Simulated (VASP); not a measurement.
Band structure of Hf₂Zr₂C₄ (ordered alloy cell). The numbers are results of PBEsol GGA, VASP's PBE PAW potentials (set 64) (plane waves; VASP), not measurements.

Unless said otherwise, spin-orbit coupling is left out, though it shifts the bands of the heavy elements here.

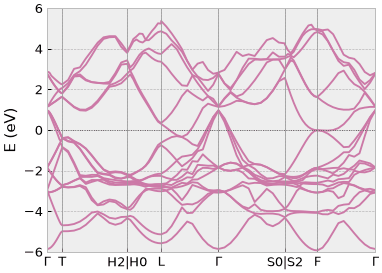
Figure. Bands along high-symmetry lines, zero at the valence-band maximum or, without a gap, the Fermi level

Read the plot: is there a gap, and where are the band edges?

It has no gap at this level: it comes out as a metal or semimetal. (Edges off the drawn lines would not show.)

The structure was generated: Hf2Zr2C4 was put into an ordered model structure (R-3m), which need not be its known phase. It was relaxed first.
